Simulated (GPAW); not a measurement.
Consider InP (zinc-blende (GaP)1-x(InP)x, x = 1, F-43m).

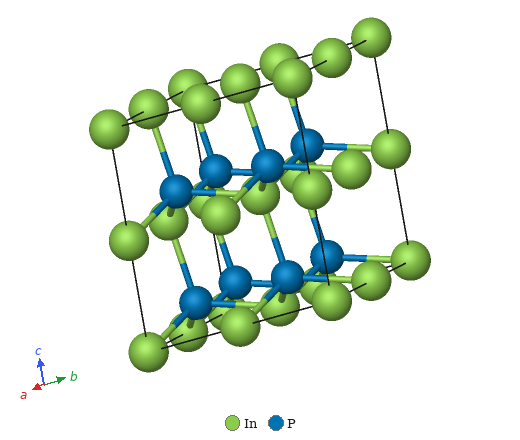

The structure (indium green, phosphorus blue). Bonds to atoms that aren't drawn are left out. Some periodic images of atoms are drawn too.

```xyz
16
Lattice="0.0000 5.8690 5.8690 5.8690 0.0000 5.8690 5.8690 5.8690 0.0000" Properties=species:S:1:pos:R:3 pbc="T T T"
In    0.0000    0.0000    0.0000
P     1.4672    1.4672    1.4672
In    2.9345    2.9345    0.0000
P     4.4017    4.4017    1.4672
In    2.9345    0.0000    2.9345
P     4.4017    1.4672    4.4017
In    5.8690    2.9345    2.9345
P     7.3362    4.4017    4.4017
In    0.0000    2.9345    2.9345
P     1.4672    4.4017    4.4017
In    2.9345    5.8690    2.9345
P     4.4017    7.3362    4.4017
In    2.9345    2.9345    5.8690
P     4.4017    4.4017    7.3362
In    5.8690    5.8690    5.8690
P     7.3362    7.3362    7.3362
```

Absorber: atom 2, with 4 In at 2.54 Å (tetrahedral). Method: GPAW, PBE, excited-electron core hole (neutral cell), 16-atom cell with 8.3 Å between holes, 4×4×4 k points, dipole transitions, Gaussian full width 0.9 eV up to 4 eV, rising linearly to 3.5 eV at 25 eV.

Q: Predict the near-edge structure at the P K edge.

Main maxima up to 24 eV above the zero (height): 2.4 eV (1.78), 3.9 eV (2.13), 6.3 eV (1.56) and 13.1 eV (1.11). A K edge sees empty p states on the absorber. The total-energy difference is 2155.55 eV. One term is added: -15.96 eV, since the hole is spin-paired here and a spin-polarised one costs that much less in the free atom (computed apart). The photon energy is then 2139.59 eV. The functional leaves an error of a few eV in such absolute values.

The P K spectrum (energy from the bottom of the conduction band, which holds the excited electron; intensity scaled to a mean of 1 over the first 20 eV):

```csv
E (eV),intensity
-2.0,0.00
-0.5,0.00
1.0,0.65
2.5,1.77
4.0,2.09
5.5,1.19
7.0,1.21
8.5,0.98
10.0,0.54
11.5,0.81
13.0,1.11
14.5,0.98
16.0,0.74
17.5,0.59
19.0,0.68
20.5,0.76
22.0,0.84
23.5,1.09
25.0,1.14
26.5,0.97
28.0,0.91
```

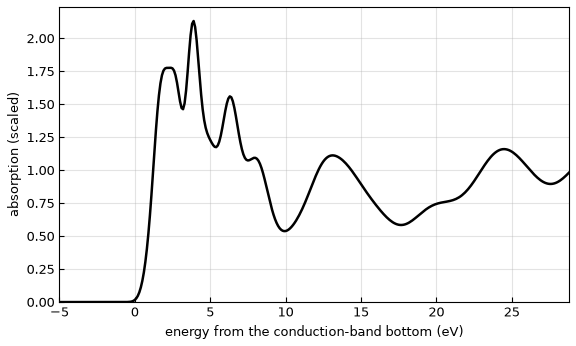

The P K edge.

The mesh is coarse (0.23 Å⁻¹ between points), so small maxima may be mesh ripples.

[Banner, clock and machine lines of the logs are left out without a mark of their own.]

[Logs are printed without paths, hosts, clocks, repeated set-up lines and the standing remarks that a program may print on its own settings, such as how far it seeks lower states.]

[Hosts, paths, dates, database ids (printed as entryN), source tags and the programs' standing remarks are cut or masked in the printed files.]

[Lists of maxima count a maximum above −3 eV only where it reaches 4 % of the highest in the window and stands out from its surroundings by 2 % of it (1.5 % where it reaches 55 %); shoulders and weaker maxima are passed over, and of the rest the first, up to two pre-edge ones and the few strongest are named.]
